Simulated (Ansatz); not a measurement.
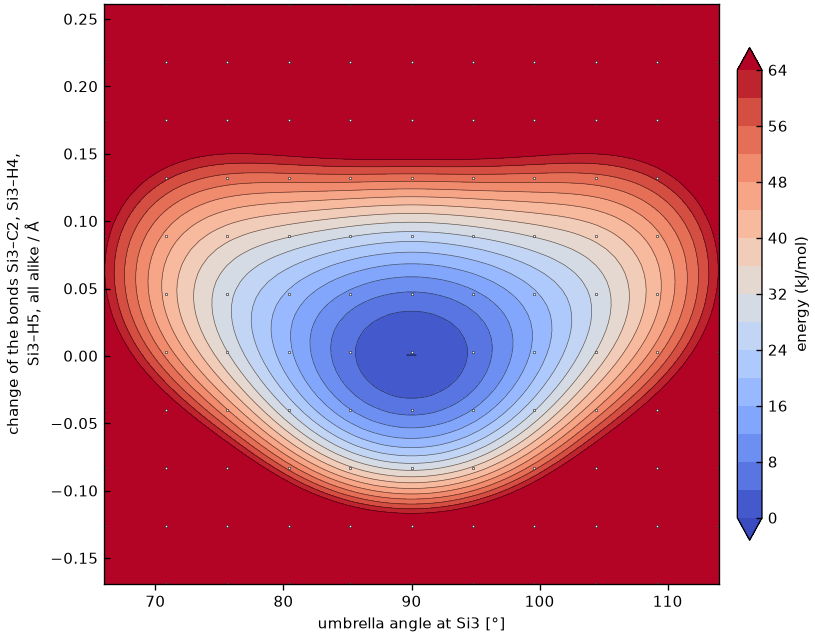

CH2BSi, SMILES B#C[SiH2], spin multiplicity 2. 
- Coordinates scanned: (1) umbrella angle at Si3 (between each of its bonds and their common axis; 90 is planar); (2) change of the bonds Si3–C2, Si3–H4, Si3–H5, all alike.
- Nothing is relaxed (all other coordinates rigid).
- The grid has 11 × 11 points; 66 points were computed and 55 follow by symmetry.
- Points are written as (first, second).
- All energies are given in kJ/mol relative to the lowest grid point.
- In part of the range the unrestricted reference is strongly spin-contaminated.
- Computed with UHF/def2-TZVP in Ansatz 0.2.0.

In the figure: filled contours, dots at the grid points, one colour for all values above the top of the scale. Between grid points the surface is interpolated.

Question: Estimate the position of the minimum and the force constants in these coordinates.

Answer: The interpolated minimum is at the first coordinate ≈ 90.0°, the second coordinate ≈ 0.000 Å. The curvatures there are about 15 eV/rad² and 80 eV/Å², with a cross term of about 0 eV/(rad·Å). Round the minimum the two coordinates are nearly uncoupled. (1 eV is 96.5 kJ/mol.)
